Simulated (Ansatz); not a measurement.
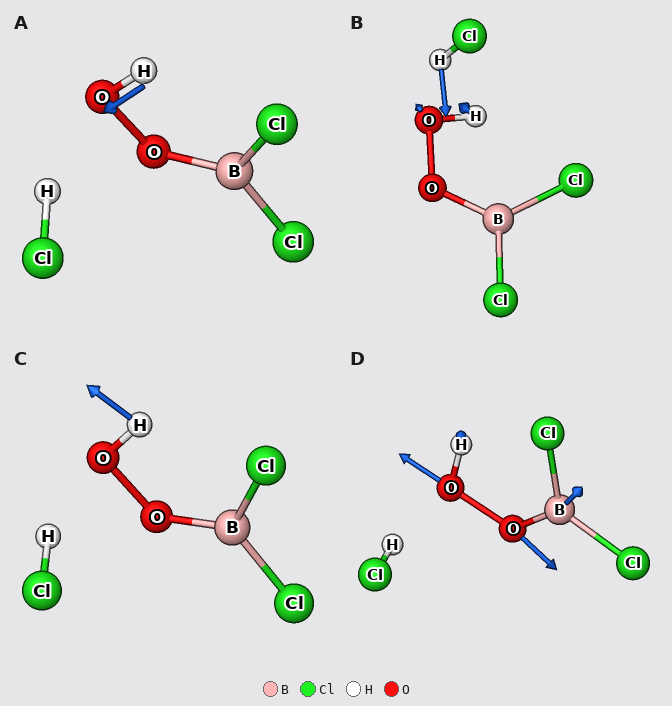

4 normal modes of one molecule or complex, as arrows. Harmonic vibrations computed with RKS PBE0-D4/def2-TZVP (Ansatz 0.2.0) at a stationary point of the same level.

Match the panels to the wavenumbers 446 cm⁻¹, 961 cm⁻¹, 1468 cm⁻¹, 3631 cm⁻¹.

A: 3631 cm⁻¹, O–H stretching
B: 446 cm⁻¹
C: 1468 cm⁻¹, H–O–O bending
D: 961 cm⁻¹
